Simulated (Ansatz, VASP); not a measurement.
# InAs: VASP beside Ansatz, part 2 of 2

Aim: how closely do two programs agree when they are given the same cell, functional and k mesh?  The cell comes out of the VASP series on this material, whose earlier steps may have relaxed, scaled or displaced it; both programs get it as it stands.

VASP 6.6.1 and Ansatz 0.2.0.

So far: Set-up; Ansatz: band structure, HSE06; VASP: band structure, HSE06.

## (3) VASP: band structure, HSE06 (continued)

Level of this step: HSE06; plane waves and PAW (In_d, As) (VASP).

Numbers of over 12 decimals in the logs are rounded to 6 here.

Parts of OUTCAR (step 3):

```text
ion  position               nearest neighbor table
   1  0.000  0.000  0.000-   2 2.66   2 2.66   2 2.66   2 2.66
   2  0.250  0.250  0.250-   1 2.66   1 2.66   1 2.66   1 2.66

  LATTYP: Found a face centered cubic cell.
 ALAT       =     6.1496632296

 Subroutine GETGRP returns: Found 24 space group operations
 (whereof 24 operations were pure point group operations)

The static configuration has the point symmetry T_d .

 Found      8 irreducible k-points:

   k-points           NKPTS =      8   k-points in BZ     NKDIM =     64   number of bands    NBANDS=     15

   dimension x,y,z NGX =    28 NGY =   28 NGZ =   28
   dimension x,y,z NGXF=    56 NGYF=   56 NGZF=   56

   ENCUT  =  400.0 eV  29.40 Ry    5.42 a.u.   7.09  7.09  7.09*2*pi/ulx,y,z

   NELECT =      18.0000    total number of electrons

 k-points in reciprocal lattice and weights: Automatic mesh
   0.00000000  0.00000000  0.00000000       0.016
   0.25000000  0.00000000  0.00000000       0.125
   0.50000000  0.00000000  0.00000000       0.062
   0.25000000  0.25000000  0.00000000       0.094
   0.50000000  0.25000000  0.00000000       0.375
  -0.25000000  0.25000000  0.00000000       0.188
   0.50000000  0.50000000  0.00000000       0.047
  -0.25000000  0.50000000  0.25000000       0.094

  exchange ACFDT corr.  =         0.00000000  see jH, gK, PRB 81, 115126

 average (electrostatic) potential at core
       1 -90.8491       2 -46.2371

 E-fermi :   3.7684

 k-point     1 :       0.0000    0.0000    0.0000
  band No.  band energies     occupation
    ...
      5     -12.3557      2.00000
      6      -9.0662      2.00000
      7       3.6160      1.99998
      8       3.6160      1.99998
      9       3.6160      1.99998
     10       3.9120      0.00005
     11       8.2718      0.00000
     12       8.2718      0.00000
     13       8.2718      0.00000
     14      11.9026      0.00000
    ...

 k-point     2 :       0.2500    0.0000    0.0000
  band No.  band energies     occupation
    ...
      5     -12.3548      2.00000
      6      -8.4658      2.00000
      7      -0.1868      2.00000
      8       3.0504      2.00000
      9       3.0504      2.00000
     10       5.4564      0.00000
     11       8.9958      0.00000
     12       8.9958      0.00000
     13       9.4847      0.00000
     14      12.7909      0.00000
    ...

 k-point     3 :       0.5000    0.0000    0.0000
  band No.  band energies     occupation
    ...
      5     -12.3497      2.00000
      6      -7.6121      2.00000
      7      -2.3689      2.00000
      8       2.6215      2.00000
      9       2.6215      2.00000
     10       5.1761      0.00000
     11       9.0520      0.00000
     12       9.0520      0.00000
     13      11.2763      0.00000
     14      13.4609      0.00000
    ...

  energy-cutoff  :      400.00
  volume of cell :       58.14
      direct lattice vectors                 reciprocal lattice vectors
     0.000000000  3.074831615  3.074831615    -0.162610530  0.162610530  0.162610530
     3.074831615  0.000000000  3.074831615     0.162610530 -0.162610530  0.162610530
     3.074831615  3.074831615  0.000000000     0.162610530  0.162610530 -0.162610530

 POSITION                                       TOTAL-FORCE (eV/Angst)
 -----------------------------------------------------------------------------------
      0.00000      0.00000      0.00000         0.000000      0.000000      0.000000
      1.53742      1.53742      1.53742        -0.000000     -0.000000     -0.000000
 -----------------------------------------------------------------------------------
    total drift:                                0.000049      0.000051      0.000040

  FREE ENERGIE OF THE ION-ELECTRON SYSTEM (eV)
  ---------------------------------------------------
  free  energy   TOTEN  =        -9.1353709465 eV

  energy  without entropy=       -9.1353707090  energy(sigma->0) =       -9.13537083

 total charge
# of ion       s       p       d       tot
------------------------------------------
    1        0.842   0.707   9.900  11.448
    2        1.219   1.604   0.019   2.842
--------------------------------------------------
tot          2.061   2.310   9.919  14.290

[... 3 further parts left out ...]
```

## (4) Differences

Known differences besides the PAW data sets themselves: exact exchange at q = 0 is treated differently, which shows on coarse meshes; VASP keeps PBE cores, Ansatz makes them for the functional; the data sets hold 28 valence electrons in Ansatz (default PAW (the set named soft_2) files) and 18 in VASP; the cutoff is 420 eV in Ansatz and 400 eV in VASP; VASP takes a coarser grid for exact exchange (PRECFOCK = Fast). Total energies have different zeros and are not compared.

Compared:

| quantity | Ansatz | VASP | difference |
| --- | --- | --- | --- |
| gap over the path points (eV) | 0.299 | 0.296 | +0.004 |

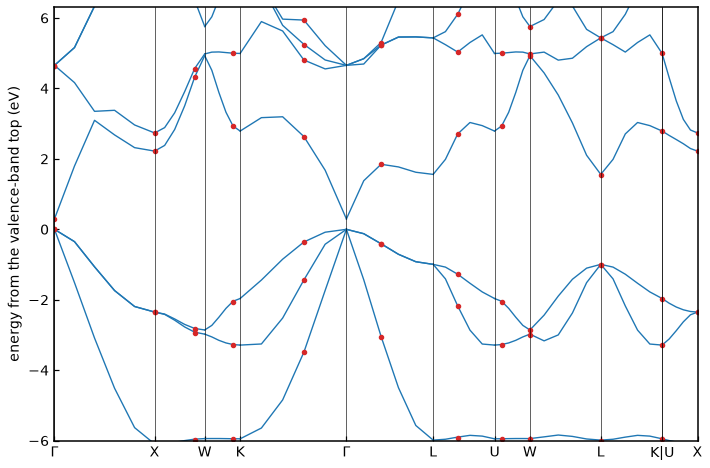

Bands from VASP (lines) and levels from Ansatz (dots). Dots without a line are higher empty bands that the VASP plot leaves out.

Levels at points of the path, from each program's valence-band top (eV; 3 filled, then empty):

| k (reciprocal lattice) | Ansatz | VASP |
| --- | --- | --- |
| 0.000 0.000 0.000 | 0.00 0.00 0.00 0.30 4.65 4.65 | 0.00 0.00 0.00 0.30 4.66 4.66 |
| 0.500 0.000 0.500 | -6.11 -2.36 -2.36 2.21 2.73 10.00 | -6.09 -2.35 -2.35 2.22 2.74 9.99 |
| 0.500 0.200 0.700 | -5.97 -2.93 -2.83 4.32 4.57 6.50 | -5.96 -2.92 -2.81 4.33 4.57 6.50 |
| 0.400 0.350 0.750 | -5.96 -3.28 -2.05 2.92 5.00 7.71 | -5.95 -3.27 -2.04 2.93 5.00 7.71 |
| 0.150 0.150 0.300 | -3.49 -1.44 -0.36 2.63 4.80 5.25 | -3.49 -1.44 -0.36 2.63 4.81 5.25 |
| 0.200 0.200 0.200 | -3.05 -0.41 -0.41 1.84 5.22 5.22 | -3.04 -0.41 -0.41 1.85 5.23 5.23 |
| 0.550 0.400 0.550 | -5.91 -2.18 -1.28 2.70 5.03 6.10 | -5.90 -2.17 -1.27 2.71 5.03 6.11 |
| 0.600 0.250 0.650 | -5.96 -3.28 -2.05 2.92 5.00 7.71 | -5.95 -3.27 -2.04 2.93 5.00 7.71 |
| 0.500 0.250 0.750 | -5.95 -2.99 -2.87 4.93 4.98 5.75 | -5.94 -2.98 -2.86 4.93 4.98 5.76 |
| 0.500 0.500 0.500 | -6.00 -1.00 -1.00 1.55 5.43 5.43 | -5.99 -0.99 -0.99 1.56 5.44 5.44 |

Among the levels compared (up to four filled and three empty ones at each point), filled levels agree within 11 meV and empty ones within 11 meV.

## (5) What came out

| Item | Value |
| --- | --- |
| difference in gap over the path points (band structure, HSE06) | 0.0036 eV |

**Reading.** The difference in gap over the path points is 0.0036 eV (band structure, HSE06), within the 0.08 eV picked in this series as the mark of a large difference. Differences of this kind measure data sets and numerical settings, not the functional's error against experiment.

[Lines on the potential files, build, host, timing and source positions are cut from VASP's logs without a mark.]

[Logs are printed without paths, hosts, clocks, repeated set-up lines and the standing remarks that a program may print on its own settings, such as how far it seeks lower states.]

[Hosts, paths, dates, database ids (printed as entryN), source tags and the programs' standing remarks are cut or masked in the printed files.]
